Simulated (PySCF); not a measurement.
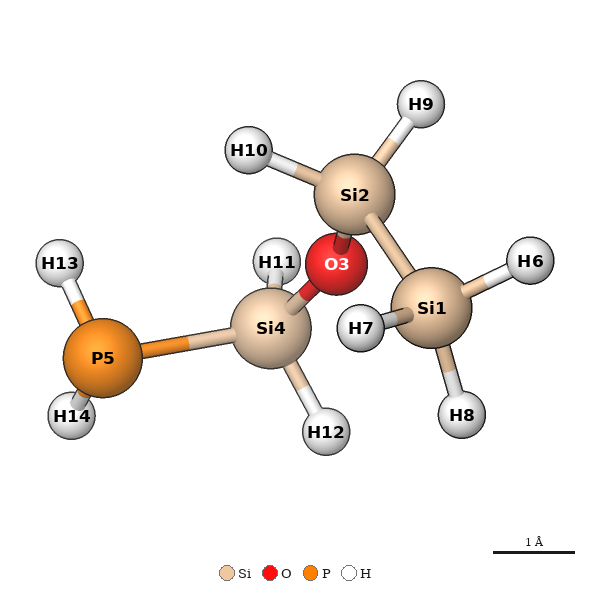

Orthographic view with a scale bar. The geometry was computed by an optimisation with GFN2-xTB. No frequency run is at hand to confirm it as a minimum.

Write Cartesian coordinates in Å in the frame of the picture: x to the right, y up, z towards the viewer, origin at the mean of the atomic positions.

```xyz
14
H9OPSi3
Si   1.58  -0.20   2.26
Si   0.63   1.20   0.71
O    0.41   0.34  -0.66
Si  -0.41  -0.45  -1.80
P   -2.49  -0.82  -1.06
H    2.81   0.39   2.82
H    0.71  -0.45   3.41
H    1.96  -1.53   1.75
H    1.45   2.32   0.23
H   -0.68   1.75   1.07
H   -0.33   0.37  -3.01
H    0.28  -1.74  -1.96
H   -3.03   0.35  -1.56
H   -2.88  -1.54  -2.18
```
